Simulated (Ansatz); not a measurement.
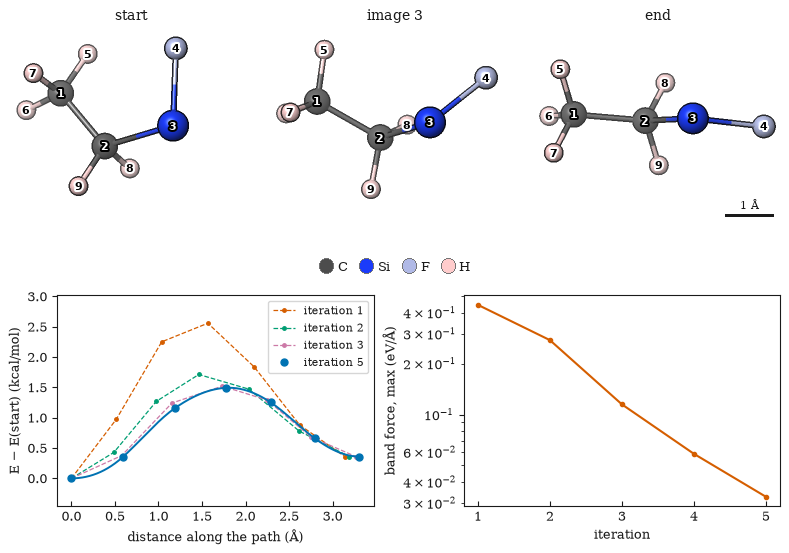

A nudged-elastic-band calculation for C2H5FSi. Images are numbered from 0 (start) to 6 (end). The plot follows the band through its iterations. The picture is a ball-and-stick view, seen at a tilt.

All numbers below come from Ansatz 0.2.0, RKS PBE0-D4/def2-SVP. Set-up: 5 movable images; climbing image; force threshold 0.05 eV/Å; iteration limit 60; starting path by image-dependent pair potential.

**Did the band converge, and can the barrier be trusted?**

The result is final at these settings. The band converged in 5 iterations. The largest component of the band force went from 0.44 to 0.033 eV/Å. The climbing image converged on the top of the path. Its vibrational analysis gives one imaginary mode (54i cm⁻¹), as a transition state must have. The first iteration put the highest image at 2.56 kcal/mol. Forward barrier 1.49 kcal/mol, backward barrier 1.13 kcal/mol, with image 3 at the top; the reaction energy is +0.36 kcal/mol.

The run took of the order of 50 core-seconds on a shared host.
